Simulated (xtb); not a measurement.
**Run report: C2H4AlFO (charge −1), molecular dynamics (part 1 of 4)**

The run: molecular dynamics of C2H4AlFO, charge −1, multiplicity 2. Method and program: GFN2-xTB, GBSA solvent n-hexane (xtb 6.7.1).

The geometry is that of the parent species in another charge or spin state.

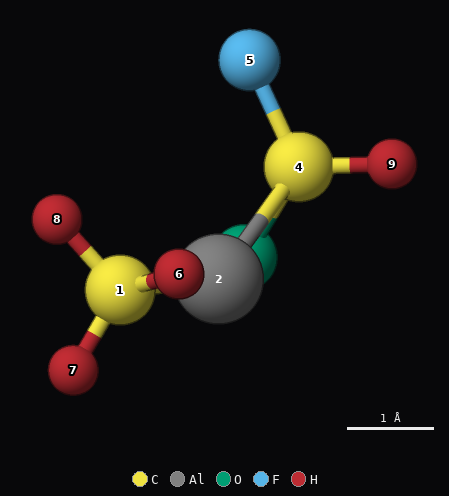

**Figure 1.** The input geometry (ball-and-stick view, seen at a tilt; atoms are numbered from 1 in the order of the input). Sticks mark near contacts.

The input
```python
import subprocess
from rdkit import Chem
from rdkit.Chem import AllChem

molecule = Chem.AddHs(Chem.MolFromSmiles("[CH3][Al]1[O][CH]1F"))
AllChem.EmbedMolecule(molecule, randomSeed=48)
Chem.MolToXYZFile(molecule, "embedded.xyz")
run = subprocess.run(["xtb", "embedded.xyz", "-I", "detailed.inp", "-c", "-1", "--uhf", "1", "--omd", "--gbsa", "n-hexane"], capture_output=True, text=True)
print(run.stdout)
```

File detailed.inp
```
$md
   temp=400
   time=0.3
   step=2
   dump=30
   hmass=4
   shake=0
$end
```

File embedded.xyz
```
9

C     -1.837278   -0.039129    0.044002
Al     0.078543   -0.579139   -0.256897
O      1.666875   -0.579784   -1.152947
C      1.955773    0.023236    0.054384
F      2.139920    1.391494    0.086077
H     -2.005243   -0.201552    1.117681
H     -2.523742   -0.562932   -0.623422
H     -1.960290    1.050698   -0.128322
H      2.485440   -0.502894    0.859444
```

Run as:
```bash
python run_xtb.py
```

What the program printed
```
* xtb version 6.7.1
   ID    Z sym.   atoms
    1    6 C      1, 4
    2   13 Al     2
    3    8 O      3
    4    9 F      5
    5    1 H      6-9

           -------------------------------------------------
          |                Calculation Setup                |
           -------------------------------------------------

          program call               : xtb embedded.xyz -I detailed.inp -c -1 --uhf 1 --omd --gbsa n-hexane
          coordinate file            : embedded.xyz
          omp threads                :                     1

           -------------------------------------------------
          |                 G F N 2 - x T B                 |
           -------------------------------------------------

      * Hamiltonian:
        H0-scaling (s, p, d)           1.850000    2.230000    2.230000
        zeta-weighting                 0.500000
      * Dispersion:
        s8                             2.700000
        a1                             0.520000
        a2                             5.000000
        s9                             5.000000
      * Repulsion:
        kExp                           1.500000    1.000000
        rExp                           1.000000
      * Coulomb:
        alpha                          2.000000
        third order                    shell-resolved
        anisotropic                    true
        a3                             3.000000
        a5                             4.000000
        cn-shift                       1.200000
        cn-exp                         4.000000
        max-rad                        5.000000

      * Solvation model:               GBSA
        Solvent                        n-hexane
        Parameter file                 internal GFN2-xTB/GBSA
        Dielectric constant                1.8800E+00
        Reference state                gsolv [1 M gas/solution]
        Free energy shift                  4.6913E-03 Eh       2.9438E+00 kcal/mol
        Temperature                        4.0000E+02 K
        Density                            6.6000E-01 kg/L
        Solvent mass                       8.6180E+01 g/mol
        Interaction kernel             Still
        Born radius scaling (c1)           1.3505E+00
        Born radii integrator          GBOBC
        Born offset                        0.0000E+00 a0       0.0000E+00 AA
        H-bond correction              false
        Ion screening                  false
        Surface tension                    1.0000E-05 Eh       1.5569E+01 dyn/cm
        Grid points                               230 per atom

          ...................................................
          :                      SETUP                      :
          :.................................................:
          :  # basis functions                  30          :
          :  # atomic orbitals                  29          :
          :  # shells                           15          :
          :  # electrons                        29          :
          :  max. iterations                   250          :
          :  Hamiltonian                  GFN2-xTB          :
          :  restarted?                      false          :
          :  GBSA solvation                   true          :
          :  PC potential                    false          :
          :  electronic temp.          300.0000000     K    :
          :  accuracy                    1.0000000          :
          :  -> integral cutoff          0.2500000E+02      :
          :  -> integral neglect         0.1000000E-07      :
          :  -> SCF convergence          0.1000000E-05 Eh   :
          :  -> wf. convergence          0.1000000E-03 e    :
          :  Broyden damping             0.4000000          :
          :  net charge                         -1          :
          :  unpaired electrons                  1          :
          ...................................................

 iter      E             dE          RMSdq      gap      omega  full diag
   1    -16.3406626 -0.163407E+02  0.723E+00    1.92       0.0  T
   2    -16.3884221 -0.477595E-01  0.745E+00    1.97       1.0  T
   3    -16.4357220 -0.472999E-01  0.374E+00    2.17       1.0  T
   4    -16.4365239 -0.801862E-03  0.216E+00    2.44       1.0  T
   5    -16.4397094 -0.318556E-02  0.832E-01    2.68       1.0  T
   6    -16.4392097  0.499694E-03  0.613E-01    2.66       1.0  T
   7    -16.4400862 -0.876504E-03  0.291E-01    2.63       1.0  T
   8    -16.4401421 -0.558365E-04  0.733E-02    2.62       1.0  T
   9    -16.4401430 -0.907078E-06  0.601E-02    2.62       1.0  T
  10    -16.4401444 -0.145175E-05  0.182E-02    2.62       1.8  T
  11    -16.4401449 -0.424952E-06  0.505E-03    2.62       6.6  T
  12    -16.4401449  0.883737E-08  0.289E-03    2.62      11.5  T
  13    -16.4401449 -0.176455E-07  0.659E-04    2.62      50.6  T
  14    -16.4401449  0.159194E-09  0.334E-04    2.62      99.8  T

   *** convergence criteria satisfied after 14 iterations ***

         #    Occupation            Energy/Eh            Energy/eV
      -------------------------------------------------------------
         1        2.0000           -0.6844033             -18.6236
       ...           ...                  ...                  ...
         9        2.0000           -0.3607207              -9.8157
        10        2.0000           -0.3513451              -9.5606
        11        2.0000           -0.3480365              -9.4706
        12        2.0000           -0.3002427              -8.1700
        13        2.0000           -0.2851871              -7.7603
        14        2.0000           -0.1809758              -4.9246
        15        1.0000           -0.1397928              -3.8040 (HOMO)
        16                         -0.0435014              -1.1837 (LUMO)
        17                         -0.0203676              -0.5542
        18                          0.0180683               0.4917
        19                          0.0264966               0.7210
        20                          0.1307185               3.5570
       ...                                ...                  ...
        29                          1.0186477              27.7188
      -------------------------------------------------------------
                  HL-Gap            0.0962914 Eh            2.6202 eV
             Fermi-level           -0.1260157 Eh           -3.4291 eV

 SCC (total)                   0 d,  0 h,  0 min,  0.007 sec
 SCC setup                      ...        0 min,  0.000 sec (  3.991%)
 Dispersion                     ...        0 min,  0.000 sec (  0.715%)
 classical contributions        ...        0 min,  0.000 sec (  0.245%)
 integral evaluation            ...        0 min,  0.001 sec ( 13.381%)
 iterations                     ...        0 min,  0.004 sec ( 54.822%)
 molecular gradient             ...        0 min,  0.002 sec ( 23.896%)
 printout                       ...        0 min,  0.000 sec (  2.661%)

         :::::::::::::::::::::::::::::::::::::::::::::::::::::
         ::                     SUMMARY                     ::
         :::::::::::::::::::::::::::::::::::::::::::::::::::::
         :: total energy             -16.338357173937 Eh    ::
         :: total w/o Gsasa/hb       -16.334250317475 Eh    ::
         :: gradient norm              0.094655479437 Eh/a0 ::
         :: HOMO-LUMO gap              2.620221658221 eV    ::
         ::.................................................::
         :: SCC energy               -16.440141446121 Eh    ::
         :: -> isotropic ES            0.179483030279 Eh    ::
         :: -> anisotropic ES          0.000369143439 Eh    ::
         :: -> anisotropic XC         -0.001371147598 Eh    ::
         :: -> dispersion             -0.004249680827 Eh    ::
         :: -> Gsolv                  -0.050901701595 Eh    ::
         ::    -> Gelec               -0.046794845132 Eh    ::
         ::    -> Gsasa               -0.008798144930 Eh    ::
         ::    -> Ghb                  0.000000000000 Eh    ::
         ::    -> Gshift               0.004691288468 Eh    ::
         :: repulsion energy           0.101784272183 Eh    ::
         :: add. restraining           0.000000000000 Eh    ::
         :: total charge              -1.000000000000 e     ::
         :::::::::::::::::::::::::::::::::::::::::::::::::::::

      -----------------------------------------------------------
     |                   =====================                   |
     |                        A N C O P T                        |
     |                   =====================                   |
     |               Approximate Normal Coordinate               |
     |                Rational Function Optimizer                |
      -----------------------------------------------------------
      -----------------------------------------------------------
     |                   =====================                   |
     |                        A N C O P T                        |
     |                   =====================                   |
     |               Approximate Normal Coordinate               |
     |                Rational Function Optimizer                |
      -----------------------------------------------------------

          ...................................................
          :                      SETUP                      :
          :.................................................:
          :   optimization level             loose          :
          :   max. optcycles                   200          :
          :   ANC micro-cycles                  20          :
          :   degrees of freedom                21          :
          :.................................................:
          :   RF solver                   davidson          :
          :   write xtbopt.log                true          :
          :   linear?                        false          :
          :   energy convergence         0.5000000E-04 Eh   :
          :   grad. convergence          0.4000000E-02 Eh/α :
          :   maxmium RF displ.          1.0000000          :
          :   Hlow (freq-cutoff)         0.1000000E-01      :
          :   Hmax (freq-cutoff)         5.0000000          :
          :   S6 in model hess.         20.0000000          :
          ...................................................

generating ANC from exact Hessian ...
Using Lindh-Hessian (1995)
 Shifting diagonal of input Hessian by    8.8382608127025725E-003
 Lowest  eigenvalues of input Hessian
    0.000000    0.000000    0.000000    0.000000    0.000000    0.000000
    0.010000    0.011137    0.016435    0.028393    0.030003    0.044855
    0.064538    0.079234    0.114435    0.119623    0.178445    0.190417
 Highest eigenvalues
    0.658432    0.941737    0.993049    1.100587    1.347920    1.688352

........................................................................
.............................. CYCLE    1 ..............................
........................................................................

 iter      E             dE          RMSdq      gap      omega  full diag
   1    -16.4401449 -0.164401E+02  0.124E-04    2.62       0.0  T
   2    -16.4401449 -0.328626E-11  0.880E-05    2.62     378.9  T
   3    -16.4401449 -0.948930E-11  0.802E-05    2.62     415.9  T
     SCC iter.                  ...        0 min,  0.001 sec
     gradient                   ...        0 min,  0.002 sec
 * total energy  :   -16.3383572 Eh     change       -0.2735945E-09 Eh
   gradient norm :     0.0946563 Eh/α   predicted     0.0000000E+00 (-100.00%)
   displ. norm   :     0.5856633 α      lambda       -0.4141794E-01
   maximum displ.:     0.4418421 α      in ANC's #7, #5, #8, ...

........................................................................
.............................. CYCLE    2 ..............................
........................................................................

 iter      E             dE          RMSdq      gap      omega  full diag
   1    -16.4610660 -0.164611E+02  0.274E+00    2.68       0.0  T
   2    -16.4618541 -0.788072E-03  0.216E+00    2.74       1.0  T
   3    -16.4609841  0.869975E-03  0.136E+00    2.73       1.0  T
   4    -16.4624082 -0.142410E-02  0.274E-01    2.77       1.0  T
   5    -16.4624377 -0.295053E-04  0.118E-01    2.76       1.0  T
   6    -16.4624476 -0.982630E-05  0.556E-02    2.76       1.0  T
   7    -16.4624477 -0.120997E-06  0.254E-02    2.76       1.3  T
   8    -16.4624478 -0.130720E-06  0.585E-03    2.76       5.7  T
   9    -16.4624478 -0.300010E-07  0.224E-03    2.76      14.9  T
  10    -16.4624478 -0.268142E-08  0.163E-03    2.76      20.4  T
  11    -16.4624479 -0.110654E-08  0.252E-04    2.76     132.4  T
  12    -16.4624479 -0.612381E-10  0.167E-04    2.76     199.1  T
     SCC iter.                  ...        0 min,  0.003 sec
     gradient                   ...        0 min,  0.002 sec
 * total energy  :   -16.3694668 Eh     change       -0.3110958E-01 Eh
   gradient norm :     0.0383963 Eh/α   predicted    -0.2781219E-01 ( -10.60%)
   displ. norm   :     0.3565150 α      lambda       -0.8942512E-02
   maximum displ.:     0.2945032 α      in ANC's #7, #2, #6, ...

........................................................................
.............................. CYCLE    3 ..............................
........................................................................

 iter      E             dE          RMSdq      gap      omega  full diag
   1    -16.4564502 -0.164565E+02  0.144E+00    2.78       0.0  T
   2    -16.4571146 -0.664459E-03  0.125E+00    2.82       1.0  T
   3    -16.4572613 -0.146709E-03  0.955E-01    2.81       1.0  T
   4    -16.4571336  0.127683E-03  0.252E-01    2.83       1.0  T
   5    -16.4572968 -0.163173E-03  0.679E-02    2.83       1.0  T
   6    -16.4573015 -0.470302E-05  0.325E-02    2.83       1.0  T
   7    -16.4573015  0.209621E-08  0.142E-02    2.83       2.3  T
   8    -16.4573016 -0.626571E-07  0.297E-03    2.83      11.2  T
   9    -16.4573016 -0.810371E-08  0.135E-03    2.83      24.7  T
  10    -16.4573016 -0.851692E-09  0.404E-04    2.83      82.6  T
  11    -16.4573016 -0.162146E-10  0.116E-04    2.83     287.5  T
     SCC iter.                  ...        0 min,  0.003 sec
     gradient                   ...        0 min,  0.002 sec
 * total energy  :   -16.3722103 Eh     change       -0.2743507E-02 Eh
   gradient norm :     0.0366819 Eh/α   predicted    -0.5039570E-02 (  83.69%)
   displ. norm   :     0.0959020 α      lambda       -0.2391419E-02
   maximum displ.:     0.0630984 α      in ANC's #7, #8, #6, ...

........................................................................
.............................. CYCLE    4 ..............................
........................................................................

 iter      E             dE          RMSdq      gap      omega  full diag
   1    -16.4626442 -0.164626E+02  0.385E-01    2.85       0.0  T
   2    -16.4626920 -0.478276E-04  0.325E-01    2.84       1.0  T
   3    -16.4626933 -0.131470E-05  0.240E-01    2.85       1.0  T
   4    -16.4626951 -0.175328E-05  0.510E-02    2.84       1.0  T
   5    -16.4627023 -0.727447E-05  0.187E-02    2.84       1.8  T
   6    -16.4627029 -0.515852E-06  0.816E-03    2.84       4.1  T
   7    -16.4627029  0.325199E-08  0.415E-03    2.84       8.0  T
   8    -16.4627029 -0.202658E-07  0.938E-04    2.84      35.5  T
   9    -16.4627029 -0.773831E-09  0.429E-04    2.84      77.6  T
     SCC iter.                  ...        0 min,  0.002 sec
     gradient                   ...        0 min,  0.002 sec
 * total energy  :   -16.3735783 Eh     change       -0.1368075E-02 Eh
   gradient norm :     0.0170248 Eh/α   predicted    -0.1206706E-02 ( -11.80%)
   displ. norm   :     0.1316722 α      lambda       -0.8547819E-03
   maximum displ.:     0.1047156 α      in ANC's #3, #6, #4, ...

........................................................................
.............................. CYCLE    5 ..............................
........................................................................
```
